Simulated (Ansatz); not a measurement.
# SrZn2: a short molecular-dynamics run

What does SrZn2 do over 40 steps of 1 fs at constant energy, with velocities drawn for 100 K? The cell is a randomly packed cell of 6 atoms, taken as it stands, without a relaxation.

Method: DFT PBE, plane waves, PAW, scalar-relativistic, no spin polarisation, in Ansatz 0.2.0.

## (1) The system as given

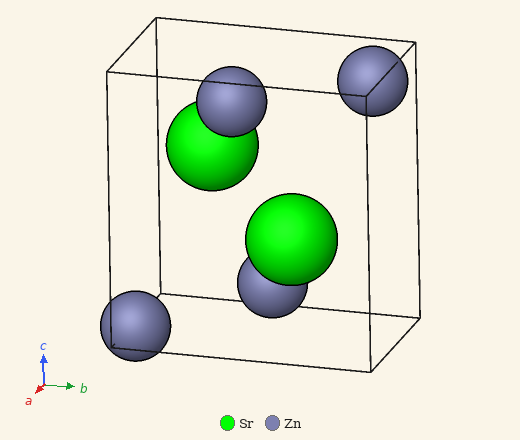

Start, viewed slightly off an axis; strontium green, zinc blue. Each atom of the cell is drawn once.

As a file:

```cif
data_structure
_symmetry_space_group_name_H-M 'P 1'
_symmetry_Int_Tables_number 1
_cell_length_a 5.0063
_cell_length_b 5.2270
_cell_length_c 5.7973
_cell_angle_alpha 96.178
_cell_angle_beta 85.416
_cell_angle_gamma 100.435
_cell_volume 148.04
loop_
_atom_site_label
_atom_site_type_symbol
_atom_site_fract_x
_atom_site_fract_y
_atom_site_fract_z
_atom_site_occupancy
Sr1 Sr 0.68055 0.62479 0.37059 1
Sr2 Sr 0.09365 0.21103 0.56171 1
Zn1 Zn 0.31112 0.87659 0.89468 1
Zn2 Zn 0.79994 0.04029 0.02838 1
Zn3 Zn 0.60232 0.38711 0.83373 1
Zn4 Zn 0.17256 0.45012 0.09865 1
```

## (2) Dynamics

input.yaml reads:

```yaml
crystal:
  lattice:
    - [4.845174, -1.24817, 0.171494]
    - [0.368086, 5.213138, -0.093946]
    - [0.137581, -0.531303, 5.771275]
  atoms:
    - { symbol: Sr, position: [0.680551, 0.624785, 0.370594] }
    - { symbol: Sr, position: [0.093653, 0.211027, 0.561705] }
    - { symbol: Zn, position: [0.311116, 0.876594, 0.894678] }
    - { symbol: Zn, position: [0.799938, 0.040285, 0.02838] }
    - { symbol: Zn, position: [0.602319, 0.387112, 0.833726] }
    - { symbol: Zn, position: [0.172557, 0.450122, 0.098653] }
kpoints:
  mp_grid: { grid: [3, 3, 3] }
magnetization:
  spin_polarized: false
scf:
  occupations: { method: gaussian, width: 0.1 }
hamiltonian:
  pseudopotentials: { kind: paw }
  xc: pbe
basis:
  ecutwfc: 420
md:
  timestep: 1.0
  n_steps: 40
  ensemble: nve
  temperature: 100.0
  initial_velocities: maxwell_boltzmann
  seed: 393202
```

Started as:

```
$ ansatz run input.yaml --threads 2 --pin off --max-ram 2560MiB --backend cpu --events-out ev --progress --plain --runs-dir out
```

What does the calculation give? Wanted: temperature, first and last step; temperature, second half; potential energy, second half; largest change of the total energy; mean square displacement, second half.

The runs gave:

```
                             quantity                          value
                               length               40 steps of 1 fs
     temperature, first and last step                  100 and 292 K
             temperature, second half  mean 242 K, from 190 to 292 K
        potential energy, second half    -15 meV/atom from the start
   largest change of the total energy                  0.00 meV/atom
mean square displacement, second half          Zn 0.006, Sr 0.003 Å²
```

What this shows: The temperature starts at 100 K and averages 242 K in the second half, where it still rises, from 190 to 292 K; the start was no minimum (force components up to 0.6 eV/Å), and the potential energy that it sheds (15 meV/atom) turns into motion. The total energy strays from its start by at most 0.00 meV/atom, under 0.1 % of the mean kinetic energy, so a step of 1 fs is short enough over this time. Over the second half Zn atoms stand 0.1 Å (root mean square) from where they began, and the farthest move is 0.1 Å. A run of 40 fs with 6 atoms shows the motion but fixes no equilibrium value.
